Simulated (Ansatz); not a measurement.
Consider SrLiSbS3.

```
CELL_PARAMETERS angstrom
5.93000 0.00000 0.00000
0.00000 12.32600 0.00000
-0.04310 0.00000 7.94088
ATOMIC_POSITIONS crystal
Li 0.23805 0.73047 0.35467
Li 0.76195 0.23047 0.14533
Li 0.76195 0.26953 0.64533
Li 0.23805 0.76953 0.85467
Sr 0.75398 0.57558 0.14934
Sr 0.24602 0.07558 0.35066
Sr 0.24602 0.42442 0.85066
Sr 0.75398 0.92442 0.64934
Sb 0.73210 0.90699 0.14646
Sb 0.26790 0.40699 0.35354
Sb 0.26790 0.09301 0.85354
Sb 0.73210 0.59301 0.64646
S 0.32123 0.87947 0.13322
S 0.67877 0.37947 0.36678
S 0.67877 0.12053 0.86678
S 0.32123 0.62053 0.63322
S 0.81374 0.76825 0.36758
S 0.18626 0.26825 0.13242
S 0.18626 0.23175 0.63242
S 0.81374 0.73175 0.86758
S 0.74227 0.06756 0.34421
S 0.25773 0.56756 0.15579
S 0.25773 0.93244 0.65579
S 0.74227 0.43244 0.84421
```

Space group P2₁/c.

Method: DFT, PBE, plane-wave PAW, default files, scalar-relativistic in Ansatz.

What will maps of the valence pseudo-density and electron localisation function show?

Sb–S (2.46 Å): ρ is about 0.56 e/Å³ halfway; the ELF peaks at about 0.80 in the valence shell of S, 0.9 Å from its nucleus, and is about 0.60 at the midpoint.
Li–S (2.56 Å): ρ at the midpoint is about 0.25 e/Å³; the ELF peaks at about 0.95 in the valence shell of S, 0.9 Å from its nucleus, and falls to about 0 next to Li; an ionic contact with no shared pair.
Sr–S (2.95 Å): the density is about 0.19 e/Å³ at the midpoint; the ELF peaks at about 0.90 in the valence shell of S, 0.9 Å from its nucleus, and drops to about 0.10 between the two atoms (an ionic contact with no shared pair).
Sr–S (2.99 Å): the density is about 0.18 e/Å³ at the midpoint; the ELF peaks at about 0.90 in the valence shell of S, 0.9 Å from its nucleus, and drops to about 0.10 between the two atoms; a closed-shell, largely ionic contact.

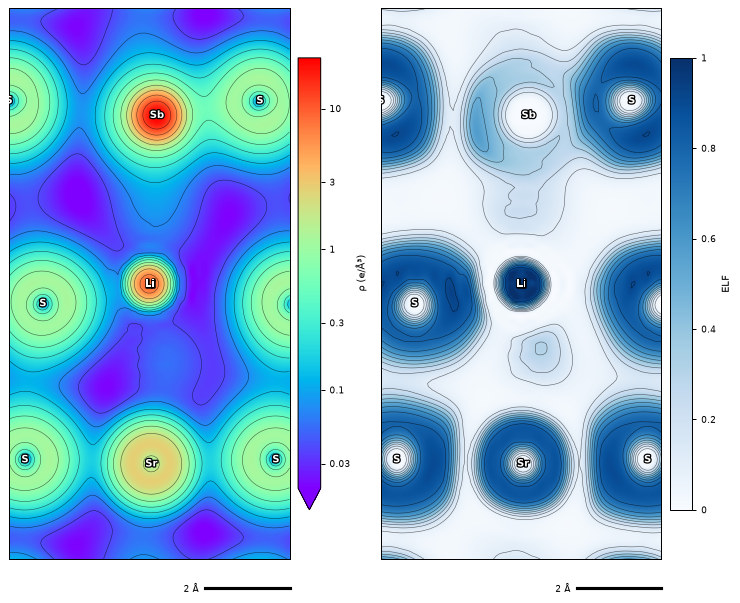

Computed valence pseudo-density and electron localisation function on the (001) plane of the conventional cell, in this order. 

Core electrons are frozen (PAW), and the valence fields are smoothed inside the atomic spheres.
